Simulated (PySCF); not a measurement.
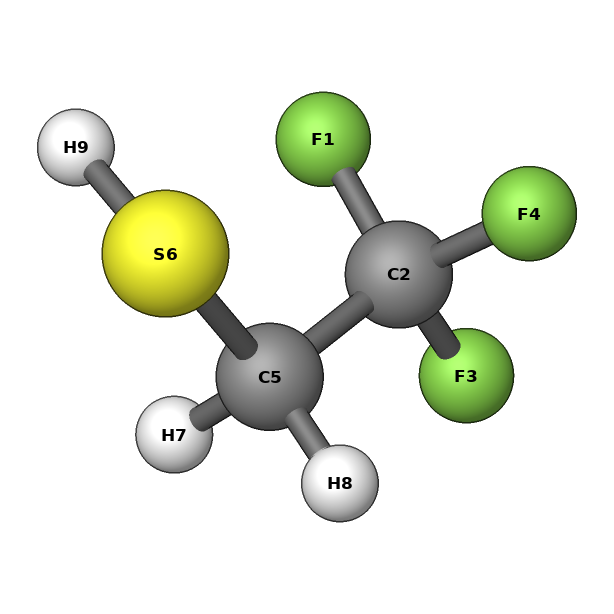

The questions are on isotropic NMR shieldings of the F atoms. The geometry was computed by an optimisation with PBE0-D3(BJ)/def2-SVP. No frequency run is at hand to confirm it as a minimum. Properties computed with GIAO OPBE/pcSseg-2 NMR shielding, non-relativistic, gas phase (PySCF 2.14.0).

List the isotropic NMR shieldings of the F atoms.

| atom | σ (ppm) |
| --- | --- |
| F1 | 253.8 |
| F3 | 245.3 |
| F4 | 254.2 |
